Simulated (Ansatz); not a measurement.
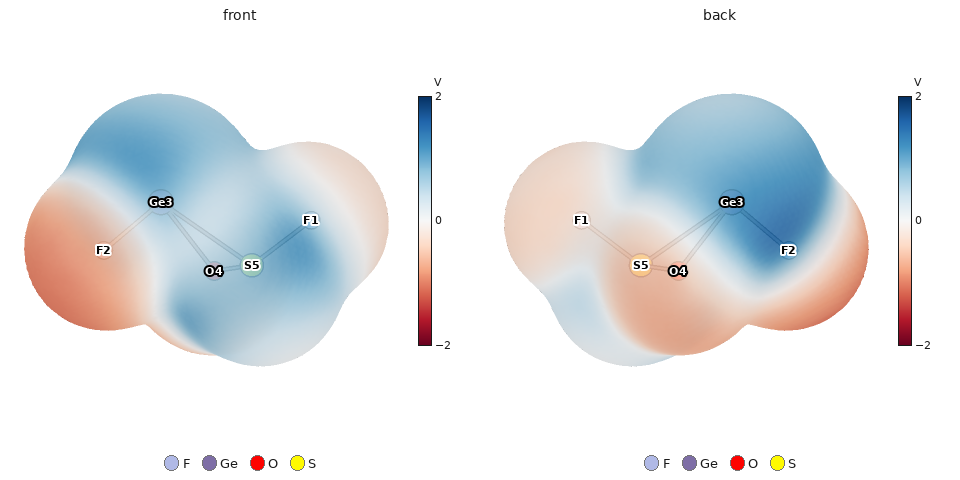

Figure 1: F$_{2}$GeOS. The electrostatic potential painted on the density surface at 0.001 e/bohr³, seen from the front and from behind; the colour scale runs from red (negative) to blue (positive).

Geometry: PBE0-D3(BJ)/def2-SVP.

All numbers below come from isolated molecule in a Gaussian basis; Kohn-Sham density functional theory, functional PBE0 (Ansatz 0.2.0).

Input file:

```
crystal:
  periodic: [false, false, false]
  atoms:
    - symbol: F
      position_ang: [-0.840524, 0.235797, 1.981421]
    - symbol: F
      position_ang: [-3.444025, 1.294567, -1.507141]
    - symbol: Ge
      position_ang: [-2.007951, 0.393839, -1.047978]
    - symbol: O
      position_ang: [-2.807086, -0.438040, 0.525490]
    - symbol: S
      position_ang: [-2.256379, 0.788189, 1.388748]
basis:
  gaussian:
    orbitals: def2-TZVPD
hamiltonian:
  xc: pbe0
output: {forces: true, orbitals: {seedname: orbitals}}
```

Command:

```sh
ansatz run input.yaml --threads 1 --pin off --max-ram 2610MiB --events-out events.jsonl --progress --plain --runs-dir runs
```

### Describe the electrostatic potential map.

The most negative region (about −1.0 V) lies over F2, the most positive (about +1.5 V) over Ge3.

### How polar is the molecule by this calculation?

Its dipole moment is 1.33 D.
